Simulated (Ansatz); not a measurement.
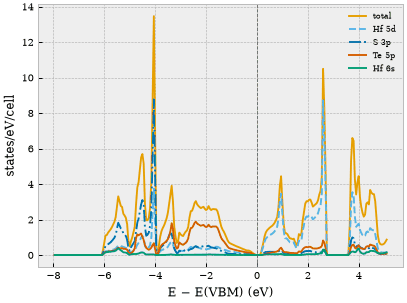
Figure. Total and projected density of states of HfTeS in space group P3m1 (No. 156; Hf on 1b, Te on 1a, S on 1c), plane-wave PAW r²SCAN+D4 (Ansatz code)

Problem. Which orbitals carry the states next to the gap?

Solution. Top 1 eV of the valence band: Te 5p 56 %, Hf 5d 28 %, S 3p 13 %. Bottom 1 eV of the conduction band: Hf 5d 75 %, S 3p 9 %, Te 5p 9 %. Projections are on Löwdin-orthogonalised atomic valence shells; empty p or d shells of many metals are not among them.

Problem. Where is the tallest occupied peak in this window, and what makes it?

Solution. Near -4.0 eV, about 13 states/eV per cell; the largest projected share is S 3p.

The first step of the workflow began from a Materials Project structure, measured or hypothetical; the Crystallography Open Database copy checked does not list it. Whether it is the stable phase at ambient conditions was not checked. The r²SCAN+D4 relaxation kept the symmetry of its start; whether a distortion lowers the energy is not shown. The run is not spin-polarised. Scalar-relativistic: spin–orbit coupling is off unless named, which matters more the heavier the elements.

Potentials: the later of the program's two PAW sets.
